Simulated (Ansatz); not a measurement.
**Au wire along [111], 19 atoms a period: bands by functional and under strain**

Wanted: the relaxed geometry and the bands of the Au wire along [111], 19 atoms a period.

Method: DFT PBE, plane waves, PAW; relaxation of a wire's period, in the first sound run; inputs show where later runs differ, in Ansatz 0.2.0.

### 1. Starting point

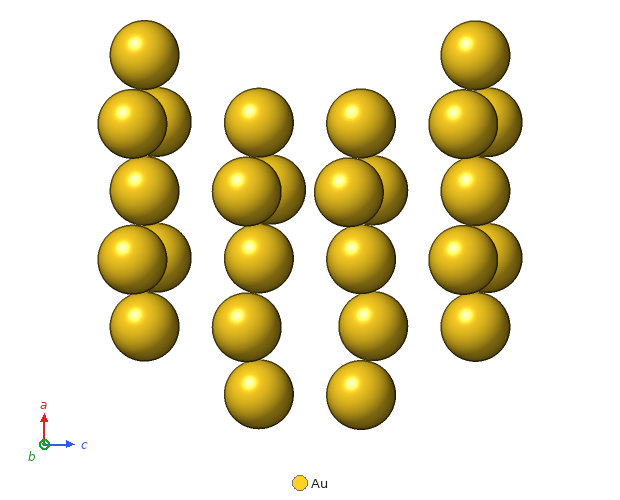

The starting structure, seen from the side, with the c axis across the page (gold yellow). Some periodic images of atoms are drawn too.

The cell holds 19 atoms: 19 Au. Cell: a = 14.154 Å, b = 13.593 Å, c = 7.205 Å, α = 90.0°, β = 90.0°, γ = 90.0°. Vacuum lies along a and b. The structure's axis is c.

### 2. Relaxation of atoms and period

Band widths follow the bond lengths, so the wire is relaxed first. The atoms and the third cell vector are free; the box across stays fixed as vacuum. A Fermi-Dirac smearing is set since the result may be a metal. The pressure printed is a third of the stress's trace over the whole box, vacuum included; only the stress along the axis is relaxed.

Contents of input.yaml:

```yaml
crystal:
  lattice:
    - [14.154, 0.0, 0.0]
    - [0.0, 13.593, 0.0]
    - [0.0, 0.0, 7.2053313595]
  atoms:
    - { symbol: Au, position: [0.344127604, 0.500009253, 0.0] }
    - { symbol: Au, position: [0.448040427, 0.687419636, 0.0] }
    - { symbol: Au, position: [0.24021478, 0.437539125, 0.333333333] }
    - { symbol: Au, position: [0.344127604, 0.624949508, 0.333333333] }
    - { symbol: Au, position: [0.448040427, 0.437539125, 0.333333333] }
    - { symbol: Au, position: [0.551953251, 0.250128743, 0.333333333] }
    - { symbol: Au, position: [0.551953251, 0.624949508, 0.333333333] }
    - { symbol: Au, position: [0.655866075, 0.437539125, 0.333333333] }
    - { symbol: Au, position: [0.24021478, 0.562479381, 0.666666667] }
    - { symbol: Au, position: [0.344127604, 0.375068998, 0.666666667] }
    - { symbol: Au, position: [0.448040427, 0.562479381, 0.666666667] }
    - { symbol: Au, position: [0.551953251, 0.749889763, 0.666666667] }
    - { symbol: Au, position: [0.551953251, 0.375068998, 0.666666667] }
    - { symbol: Au, position: [0.655866075, 0.562479381, 0.666666667] }
    - { symbol: Au, position: [0.448040427, 0.31259887, 0.0] }
    - { symbol: Au, position: [0.551953251, 0.500009253, 0.0] }
    - { symbol: Au, position: [0.655866075, 0.31259887, 0.0] }
    - { symbol: Au, position: [0.655866075, 0.687419636, 0.0] }
    - { symbol: Au, position: [0.759778898, 0.500009253, 0.0] }
kpoints:
  mp_grid: { grid: [1, 1, 12] }
scf:
  occupations: { method: fermi_dirac, width: 0.05 }
hamiltonian:
  xc: pbe
relax:
  cell: { fix: [a, b, alpha, beta, gamma] }
  max_steps: 60
```

Command:

```console
> ansatz run input.yaml --threads 8 --pin off --max-ram 16384MiB --backend cpu --events-out ev --progress --plain --runs-dir out
```

Numbers of over 12 decimals in the logs are rounded to 6 here.

The log of the run:

```text
Engine: ansatz 0.2.0, x86_64-unknown-linux-gnu
Pseudopotentials: kind: paw
Pseudopotential: Au, paw, valence charge 19, recommended cutoff 420 eV (normal), Au.paw.azcp
Functional definition: PBE
  parameter kappa = 0.804
  parameter beta = 0.066725
  exchange = pbe_x(kappa = kappa, mu = beta*pi^2/3)
  correlation = pbe_c(beta = beta)
Crystal: 19 atoms, lattice volume = 1386.272 Å³
Basis set: ecut = 420 eV, 27051 PW (Γ), exchange–correlation on 192×192×100 points (8 copies of the dense FFT grid, shifted against one another)
Bands: 217, of which v1, the nominal top of the filled ones, is band 181 counted from 1 (180 counted from 0)
Symmetry: 2 space group operations
Space group: P2 (ITA 3), of the structure as read, at distance tolerance 1.1e-4 Å
k-points: 7 of 12
Non-local potential: Au, projectors of the file, l = 0: 3, l = 1: 2, l = 2: 2, l = 3: 1
PAW form: soft (Blöchl's): semilocal exchange-correlation on the pseudo side does not see the compensation charge
PAW one-centre angular grid: Au, 590 points (default); XC on 64 Gauss nodes
Initial density: superposition of atomic densities (neutral atoms: chi_scale 0, normalization atom), corrected by the library's trained network
Initial wavefunctions: pseudopotential atomic-orbital guess
Functional: x = pbe(κ = 0.804, μ = 0.219515), c = pbe(β = 0.066725)
SCF iter   1: F=—  HF=-249824.861263 eV  |F-HF|=—  |Δ(HF+E_count)|=         —  Δρ=2.25e-3  dr2=1.80e-1  ethr=1.77e-3  ⟨swp⟩=7.1  Hψ=5897  notcnv=0  defer=134
preconditioner: auto → LDOS  [metal: Δε(μ)=0.070 eV  Ē_g=7.158 eV  σ=0.050 eV  W_gap=0.33  n_scr=240 (ndim 8)  ℏωp=14.4 eV  f_vac=0.646  D(μ)=8.99/eV (n_scr^D=38)  β→1.0]
SCF iter   2: F=—  HF=-249824.895918 eV  |F-HF|=—  |Δ(HF+E_count)|=   3.47e-2  Δρ=1.92e-3  dr2=1.10e-1  ethr=4.99e-5  ⟨swp⟩=3.3  Hψ=3837  notcnv=0  defer=170
SCF iter   3: F=—  HF=-249824.874155 eV  |F-HF|=—  |Δ(HF+E_count)|=   2.18e-2  Δρ=5.01e-4  dr2=9.62e-3  ethr=3.05e-5  ⟨swp⟩=2.0  Hψ=2166  notcnv=0  defer=170
SCF iter   4: F=—  HF=-249824.872554 eV  |F-HF|=—  |Δ(HF+E_count)|=   1.60e-3  Δρ=1.12e-4  dr2=4.15e-4  ethr=2.67e-6  ⟨swp⟩=2.0  Hψ=2083  notcnv=0  defer=170
SCF iter   5: F=—  HF=-249824.872585 eV  |F-HF|=—  |Δ(HF+E_count)|=   3.17e-5  Δρ=4.84e-5  dr2=6.16e-5  ethr=1.15e-7  ⟨swp⟩=2.4  Hψ=2095  notcnv=0  defer=170
SCF iter   6: F=—  HF=-249824.872043 eV  |F-HF|=—  |Δ(HF+E_count)|=   5.43e-4  Δρ=1.50e-5  dr2=4.74e-6  ethr=1.71e-8  ⟨swp⟩=2.0  Hψ=2156  notcnv=0  defer=170
SCF iter   7: F=—  HF=-249824.872045 eV  |F-HF|=—  |Δ(HF+E_count)|=   2.19e-6  Δρ=5.85e-6  dr2=7.92e-7  ethr=1.31e-9  ⟨swp⟩=2.0  Hψ=2091  notcnv=0  defer=170
SCF iter   8: F=-249824.872045 eV  HF=-249824.872045 eV  |F-HF|=3.06e-8  |Δ(HF+E_count)|=   7.76e-8  Δρ=1.70e-6  dr2=4.85e-8  ethr=2.77e-11  ⟨swp⟩=3.0  Hψ=6163  notcnv=0
SCF 1 converged in 8 iterations: F = -249824.872045 eV  dr2 = 4.85e-8
  greatest PAW one-centre occupation: 1.000 electrons in one spin orbital (limit 2), on the Au atom at site 0 (counted from 0), in its partial waves of l = 0
relax step   1: F+E_penalty+E_count = -249824.87204480 eV  Δ(F+E_penalty+E_count) = +0.000e0 eV  max|allowed force component| = 1.109e0 eV/Å  Δτ_max = 0.0000 Å  P = -1.978 GPa  Ω = 1386.272 Å³  fix = [a, b, alpha, beta, gamma]  reactions: a -1.583, b -1.367 GPa; alpha -0.096 GPa/rad  (8 SCF iters, dr2 threshold 1.00e-7 eV, accepted)
Crystal: 19 atoms, lattice volume = 1331.044 Å³
Basis set: ecut = 420 eV, 26037 PW (Γ), exchange–correlation on 192×192×100 points (8 copies of the dense FFT grid, shifted against one another)
Initial density: handed on by an earlier stage of this run
Initial wavefunctions: those handed on with the density
iter 1 solved again at ethr=1.16e-4 eV; its pass at ethr=3.10e-3 eV (dr2=4.20e-1 eV) is discarded
SCF iter   1: F=—  HF=-249826.278322 eV  |F-HF|=—  |Δ(HF+E_count)|=         —  Δρ=5.37e-3  dr2=4.24e-1  ethr=1.16e-4  ⟨swp⟩=5.1  Hψ=7821  notcnv=0
preconditioner: auto → LDOS  [metal: Δε(μ)=0.083 eV  Ē_g=7.561 eV  σ=0.050 eV  W_gap=0.37  n_scr=232 (ndim 8)  ℏωp=14.7 eV  f_vac=0.658  D(μ)=8.06/eV (n_scr^D=30)  β→1.0]
SCF iter   2: F=—  HF=-249826.282438 eV  |F-HF|=—  |Δ(HF+E_count)|=   4.12e-3  Δρ=4.64e-3  dr2=4.41e-1  ethr=1.16e-4  ⟨swp⟩=5.1  Hψ=3013  notcnv=0
SCF iter   3: F=—  HF=-249826.177188 eV  |F-HF|=—  |Δ(HF+E_count)|=   1.05e-1  Δρ=5.98e-4  dr2=7.94e-3  ethr=1.16e-4  ⟨swp⟩=2.0  Hψ=2512  notcnv=0  defer=179
SCF iter   4: F=—  HF=-249826.176199 eV  |F-HF|=—  |Δ(HF+E_count)|=   9.89e-4  Δρ=2.50e-4  dr2=1.42e-3  ethr=2.20e-6  ⟨swp⟩=3.4  Hψ=2835  notcnv=0  defer=179
SCF iter   5: F=—  HF=-249826.175417 eV  |F-HF|=—  |Δ(HF+E_count)|=   7.81e-4  Δρ=5.86e-5  dr2=6.55e-5  ethr=3.93e-7  ⟨swp⟩=2.9  Hψ=2083  notcnv=0  defer=179
SCF iter   6: F=—  HF=-249826.175444 eV  |F-HF|=—  |Δ(HF+E_count)|=   2.70e-5  Δρ=1.90e-5  dr2=8.90e-6  ethr=1.81e-8  ⟨swp⟩=2.4  Hψ=2102  notcnv=0  defer=179
SCF iter   7: F=-249826.175446 eV  HF=-249826.175447 eV  |F-HF|=3.81e-7  |Δ(HF+E_count)|=   2.61e-6  Δρ=7.02e-6  dr2=1.09e-6  ethr=5.26e-10  ⟨swp⟩=5.0  Hψ=5534  notcnv=0
SCF 2 converged in 7 iterations: F = -249826.175446 eV  dr2 = 1.09e-6
relax step   2: F+E_penalty+E_count = -249826.17544646 eV  Δ(F+E_penalty+E_count) = -1.303e0 eV  max|allowed force component| = 3.851e-1 eV/Å  Δτ_max = 0.1949 Å  P = +0.405 GPa  Ω = 1331.044 Å³  energy of the carried Pulay correction = +4.465e-3 eV  fix = [a, b, alpha, beta, gamma]  reactions: a +0.614, b +0.705 GPa; alpha -0.058 GPa/rad  (7 SCF iters, dr2 threshold 1.90e-6 eV, accepted)
Crystal: 19 atoms, lattice volume = 1315.881 Å³
Basis set: ecut = 420 eV, 25745 PW (Γ), exchange–correlation on 192×192×100 points (8 copies of the dense FFT grid, shifted against one another)
iter 1 solved again at ethr=2.24e-5 eV; its pass at ethr=3.10e-3 eV (dr2=8.10e-2 eV) is discarded
SCF iter   1: F=—  HF=-249826.375912 eV  |F-HF|=—  |Δ(HF+E_count)|=         —  Δρ=2.91e-3  dr2=9.20e-2  ethr=2.24e-5  ⟨swp⟩=4.6  Hψ=7264  notcnv=0
preconditioner: auto → LDOS  [metal: Δε(μ)=0.033 eV  Ē_g=7.601 eV  σ=0.050 eV  W_gap=0.17  n_scr=232 (ndim 8)  ℏωp=14.8 eV  f_vac=0.652  D(μ)=7.94/eV (n_scr^D=30)  β→1.0]
SCF iter   2: F=—  HF=-249826.389084 eV  |F-HF|=—  |Δ(HF+E_count)|=   1.32e-2  Δρ=1.89e-3  dr2=1.48e-1  ethr=2.24e-5  ⟨swp⟩=2.9  Hψ=2936  notcnv=0  defer=22
SCF iter   3: F=—  HF=-249826.356489 eV  |F-HF|=—  |Δ(HF+E_count)|=   3.26e-2  Δρ=4.10e-4  dr2=2.10e-3  ethr=2.24e-5  ⟨swp⟩=2.4  Hψ=2745  notcnv=0  defer=22
SCF iter   4: F=—  HF=-249826.356263 eV  |F-HF|=—  |Δ(HF+E_count)|=   2.26e-4  Δρ=1.34e-4  dr2=3.23e-4  ethr=5.82e-7  ⟨swp⟩=2.1  Hψ=2908  notcnv=0  defer=33
[...]
relax step   4: F+E_penalty+E_count = -249826.38853011 eV  Δ(F+E_penalty+E_count) = -3.274e-2 eV  max|allowed force component| = 1.155e-1 eV/Å  Δτ_max = 0.0740 Å  P = -0.034 GPa  Ω = 1293.683 Å³  energy of the carried Pulay correction = +7.590e-3 eV  fix = [a, b, alpha, beta, gamma]  reactions: a -0.033, b -0.066 GPa; alpha +0.019 GPa/rad  (6 SCF iters, dr2 threshold 1.90e-6 eV, accepted)
[...]
relax step   5: F+E_penalty+E_count = -249826.39330056 eV  Δ(F+E_penalty+E_count) = -4.770e-3 eV  max|allowed force component| = 1.313e-2 eV/Å  Δτ_max = 0.0260 Å  P = -0.019 GPa  Ω = 1294.764 Å³  energy of the carried Pulay correction = +7.498e-3 eV  fix = [a, b, alpha, beta, gamma]  reactions: a -0.030, b -0.022 GPa; alpha +0.002 GPa/rad  (5 SCF iters, dr2 threshold 8.33e-7 eV, accepted)
[...]
relax step   6: F+E_penalty+E_count = -249826.39342166 eV  Δ(F+E_penalty+E_count) = -1.211e-4 eV  max|allowed force component| = 4.483e-3 eV/Å  Δτ_max = 0.0041 Å  P = -0.016 GPa  Ω = 1294.504 Å³  energy of the carried Pulay correction = +7.520e-3 eV  fix = [a, b, alpha, beta, gamma]  reactions: a -0.024, b -0.023 GPa; alpha +0.000 GPa/rad  (6 SCF iters, dr2 threshold 1.08e-8 eV, accepted)
Basis set: ecut = 420 eV, 25297 PW (Γ), exchange–correlation on 192×192×90 points (8 copies of the dense FFT grid, shifted against one another)
Initial wavefunctions: pseudopotential atomic-orbital guess (no wavefunctions were taken with the density)
iter 1 solved again at ethr=9.86e-7 eV; its pass at ethr=3.10e-3 eV (dr2=3.56e-3 eV) is discarded
SCF iter   1: F=—  HF=-249826.384713 eV  |F-HF|=—  |Δ(HF+E_count)|=         —  Δρ=1.10e-4  dr2=2.45e-5  ethr=9.86e-7  ⟨swp⟩=5.7  Hψ=10402  notcnv=0
SCF iter   2: F=—  HF=-249826.385039 eV  |F-HF|=—  |Δ(HF+E_count)|=   3.26e-4  Δρ=2.84e-5  dr2=7.19e-6  ethr=6.77e-9  ⟨swp⟩=3.0  Hψ=3486  notcnv=0
SCF iter   3: F=—  HF=-249826.385037 eV  |F-HF|=—  |Δ(HF+E_count)|=   2.04e-6  Δρ=1.36e-5  dr2=2.31e-6  ethr=1.99e-9  ⟨swp⟩=2.0  Hψ=2785  notcnv=0
SCF iter   4: F=—  HF=-249826.385036 eV  |F-HF|=—  |Δ(HF+E_count)|=   5.66e-7  Δρ=3.60e-6  dr2=1.64e-7  ethr=6.40e-10  ⟨swp⟩=2.3  Hψ=2199  notcnv=0
SCF iter   5: F=—  HF=-249826.385036 eV  |F-HF|=—  |Δ(HF+E_count)|=   3.98e-8  Δρ=8.68e-7  dr2=1.64e-8  ethr=4.53e-11  ⟨swp⟩=2.0  Hψ=2257  notcnv=0
SCF iter   6: F=—  HF=-249826.385036 eV  |F-HF|=—  |Δ(HF+E_count)|=   3.73e-9  Δρ=1.45e-7  dr2=2.99e-10  ethr=4.54e-12  ⟨swp⟩=2.1  Hψ=2782  notcnv=0
SCF iter   7: F=-249826.385036 eV  HF=-249826.385036 eV  |F-HF|=8.73e-11  |Δ(HF+E_count)|=  5.82e-11  Δρ=3.90e-8  dr2=2.42e-11  ethr=1.00e-12  ⟨swp⟩=5.0  Hψ=5501  notcnv=0
SCF 7 converged in 7 iterations: F = -249826.385036 eV  dr2 = 2.42e-11
relax step   7: F+E_penalty+E_count = -249826.38503638 eV  Δ(F+E_penalty+E_count) = +8.385e-3 eV  max|allowed force component| = 4.658e-3 eV/Å  Δτ_max = 0.0000 Å  P = -0.015 GPa  Ω = 1294.504 Å³  fix = [a, b, alpha, beta, gamma]  reactions: a -0.022, b -0.022 GPa; alpha +0.000 GPa/rad  stress off target by 2.12e-4 GPa on what of the cell is left free  SCF on the basis re-selected at this cell (its energy is not comparable with the rows above)  (7 SCF iters)
basis re-selected at this cell: Δ(F+E_penalty+E_count) = +8.385e-3 eV, ΔP = +0.001 GPa vs the last step (what re-selecting the basis moved, of the pressure what is left beyond the Pulay correction that the steps carried, after the strain that the cell walked since its last selection, with what the two solves' SCF thresholds leave and, on support functions, any second-order correction that the steps lacked; it is no measure of the basis error at this ecutwfc). The dense FFT grid was sized anew with the basis: this SCF ran on 96×96×45 points, the steps before it on 96×96×50, so part of this shift can come from that change (see relax.cell in the input reference). [rest of the remark cut]
SCF converged after 7 iterations
Free energy (F): -249826.385036 eV
Harris-Foulkes:  -249826.385036 eV  (|F-HF|=8.73e-11)
Internal energy: -249826.326269 eV  (E = F + TS)
E sigma→0 (E₀):  -249826.355652 eV
Entropy (-TS):   -0.058768 eV (-3.093 meV/atom)
Fermi energy:    1.358053 eV
--- Per-component energies (eV) ---
  E_band       = -10615.671512
  E_kinetic    = 11490.718308
  E_local      = -221600.172637  (includes V_loc(G=0)·N_el)
  E_nonlocal   = 1418.192280
  E_hartree    = 105082.642583
  E_xc         = -4312.848224
  E_vxc        = -5200.845625  (∫ρ·V_xc dr)
  E_paw        = -184437.453344  (= ΣΔE_a)
  E_vpaw       = -6888.875869  (= ΣTr[D̂ρ^β])
  E_aug_tail   = 0.027126  (compensation charges beyond the density's cutoff)
  E_ewald      = 42532.567640
  E_smearing   = -0.058768  (= −TS)
  E_closure    = -0.000000  (closes the sum)
  Σ components = -249826.385036   (vs F -249826.385036, Δ=0.00e0)
--- Forces (eV/Å), atoms counted from 1 ---
  atom   1  Au    -0.00085814     0.00000000     0.00000000
  atom   2  Au    -0.00201703     0.00081348    -0.00197779
  atom   3  Au     0.00260447    -0.00290423    -0.00465835
  atom   4  Au    -0.00248254     0.00017670     0.00000889
  atom   5  Au    -0.00056821     0.00033939     0.00041599
  atom   6  Au     0.00027794     0.00035495    -0.00076876
  atom   7  Au     0.00153028    -0.00251720     0.00041876
  atom   8  Au     0.00085638     0.00149809    -0.00063399
  atom   9  Au     0.00260447     0.00290423     0.00465835
  atom  10  Au    -0.00248254    -0.00017670    -0.00000889
  atom  11  Au    -0.00056821    -0.00033939    -0.00041599
  atom  12  Au     0.00027794    -0.00035495     0.00076876
  atom  13  Au     0.00153028     0.00251720    -0.00041876
  atom  14  Au     0.00085638    -0.00149809     0.00063399
  atom  15  Au    -0.00201703    -0.00081348     0.00197779
  atom  16  Au     0.00146143     0.00000000    -0.00000000
  atom  17  Au     0.00051108    -0.00133440     0.00081754
  atom  18  Au     0.00051108     0.00133440    -0.00081754
  atom  19  Au    -0.00202870     0.00000000     0.00000000
  max |Σ_I F_I| component: 6.91e-7 eV/Å
--- Stress (GPa, compression-positive) ---
       -0.022102       0.000000       0.000000
        0.000000      -0.021906      -0.000230
        0.000000      -0.000230      -0.000212
  P = ⅓ Tr σ = -0.0147 GPa (-0.147 kbar)
--- Relaxed structure (6 steps of the walk, 6 accepted, 1 SCFs on fresh bases) ---
  F+E_penalty+E_count = -249826.38503638 eV   max|allowed force component| = 4.658e-3 eV/Å   (the final SCF, on the basis selected at the relaxed cell)
  cell:  # Å, volume = 1294.5038 Å³
    - [14.154, 0, 0]
    - [0, 13.593, 0]
    - [0, 0, 6.728354]
  atoms:
    - { symbol: Au, position: [0.337271, 0.500009253, -1.6046367125877879e-18] }
    - { symbol: Au, position: [0.449393, 0.691473, 0.010670] }
    - { symbol: Au, position: [0.245791, 0.440019, 0.337288] }
    - { symbol: Au, position: [0.345778, 0.626273, 0.324053] }
    - { symbol: Au, position: [0.443820, 0.427582, 0.333869] }
    - { symbol: Au, position: [0.555031, 0.253943, 0.321005] }
    - { symbol: Au, position: [0.554748, 0.635163, 0.339509] }
    - { symbol: Au, position: [0.658708, 0.437687, 0.343436] }
    - { symbol: Au, position: [0.245791, 0.560000, 0.662712] }
    - { symbol: Au, position: [0.345778, 0.373745, 0.675947] }
    - { symbol: Au, position: [0.443820, 0.572436, 0.666131] }
    - { symbol: Au, position: [0.555031, 0.746076, 0.678995] }
    - { symbol: Au, position: [0.554748, 0.364855, 0.660491] }
    - { symbol: Au, position: [0.658708, 0.562331, 0.656564] }
    - { symbol: Au, position: [0.449393, 0.308546, -0.010670] }
    - { symbol: Au, position: [0.546836, 0.500009253, -1.2253074227343e-18] }
    - { symbol: Au, position: [0.655213, 0.317531, -0.00225188] }
    - { symbol: Au, position: [0.655213, 0.682487, 0.00225188] }
    - { symbol: Au, position: [0.746911, 0.500009253, -2.9155451569617428e-18] }
```

The job ended after 3.5 min (8 threads of Intel Xeon at 2.70GHz, shared host; peak memory 7.5 GiB; 26 min of CPU time).

Relaxation path:

```csv
step,energy less that of the first step (eV),largest force component (eV/Å),pressure (GPa),volume (Å³)
1,0.0000,1.1094,-1.98,1386.27
2,-1.3034,0.3851,0.40,1331.04
3,-1.4837,0.2379,0.01,1315.88
4,-1.5165,0.1155,-0.03,1293.68
5,-1.5213,0.0131,-0.02,1294.76
6,-1.5214,0.0045,-0.02,1294.50
7*,-1.5130,0.0047,-0.01,1294.50
```

Relaxation steps marked * repeat the geometry before them on a plane-wave basis chosen anew for their cell, so energy and pressure can jump there.

Forces are held to the 2 operations that the run works with; a distortion that breaks them can't arise in this run.

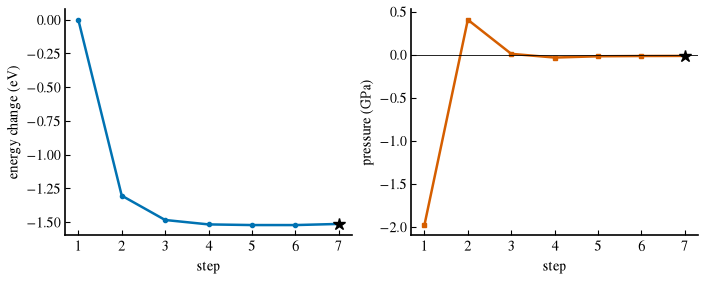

Energy and pressure along the relaxation. Stars mark steps on a basis chosen anew.

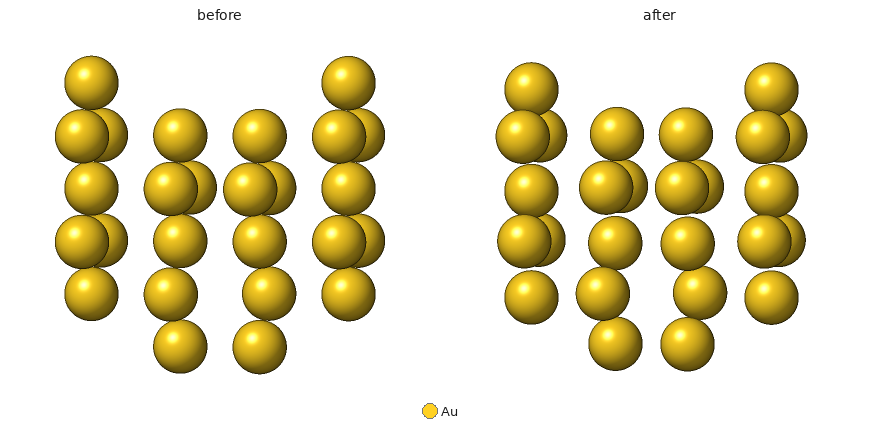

Before and after, at one scale.

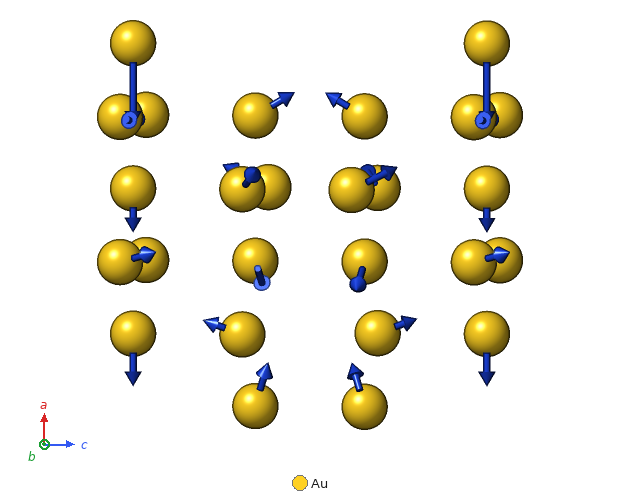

Displacements in the relaxation, exaggerated, measured against the changing cell; the longest in the cell stands for 0.18 Å. Some periodic images of atoms are drawn too.

```csv
cell as run,before,after,change
c (Å),7.205,6.728,-6.6 %
```

The atoms that moved most (Å, along periodic axes as changes of fractional coordinates times the final cell, across vacuum about the mean position):

| atom | dx | dy | dz | length |
| --- | --- | --- | --- | --- |
| Au19 | -0.182 | 0.000 | 0.000 | 0.182 |
| Au7 | 0.040 | 0.139 | 0.042 | 0.150 |
| Au13 | 0.040 | -0.139 | -0.042 | 0.150 |
| Au5 | -0.060 | -0.135 | 0.004 | 0.148 |
| Au11 | -0.060 | 0.135 | -0.004 | 0.148 |
| Au12 | 0.044 | -0.052 | 0.083 | 0.107 |
| Au6 | 0.044 | 0.052 | -0.083 | 0.107 |
| Au1 | -0.097 | 0.000 | 0.000 | 0.097 |

This step gave:

```
energy at zero smearing    : -249826.3557 eV
cell length along the wire : 6.728 Å
```

The cell's length comes to 6.728 Å with spin left out.

[end of part 1 of 3]

[Logs are printed without paths, hosts, clocks, repeated set-up lines and the standing remarks that a program may print on its own settings, such as how far it seeks lower states.]

[Hosts, paths, dates, database ids (printed as entryN), source tags and the programs' standing remarks are cut or masked in the printed files.]
